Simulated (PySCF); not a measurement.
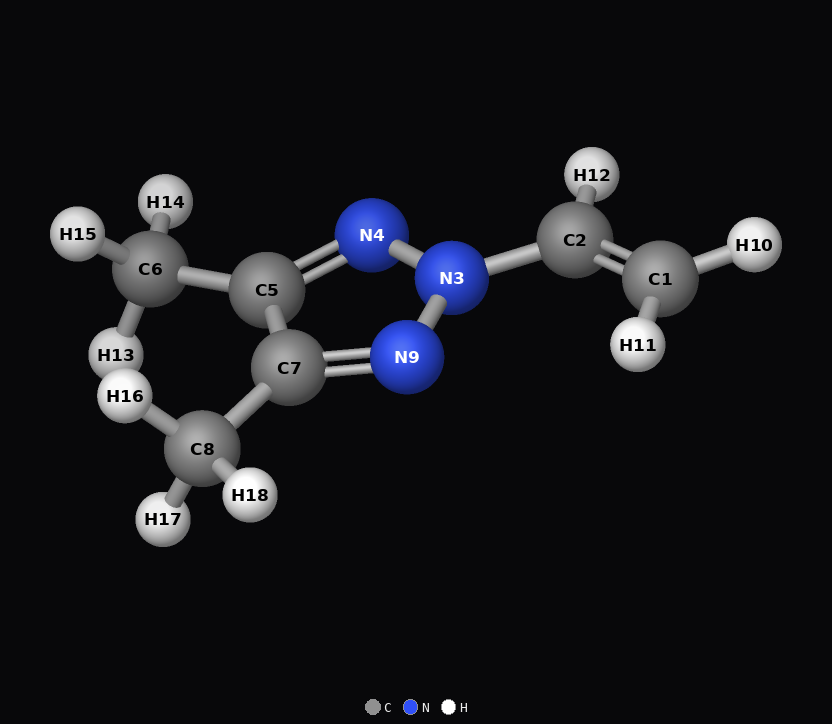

The computed structure is the end point of a PBE0-D3(BJ)/def2-SVP optimisation. No frequency run is at hand to confirm it as a minimum. Method: TDDFT B3LYP/def2-SVPD, vertical, gas phase, core orbitals frozen in the response (PySCF 2.14.0), and the same with a continuum solvent (IEF-PCM, Bondi radii x 1.2, gas-phase geometry).

How do dipole (D), HOMO–LUMO gap (eV), lowest singlet (eV) change in acetonitrile (ε = 35.7)?

```tsv
medium	dipole (D)	HOMO–LUMO gap (eV)	lowest singlet (eV)
gas phase	1.31	5.29	5.01
acetonitrile	1.98	5.22	4.83
```
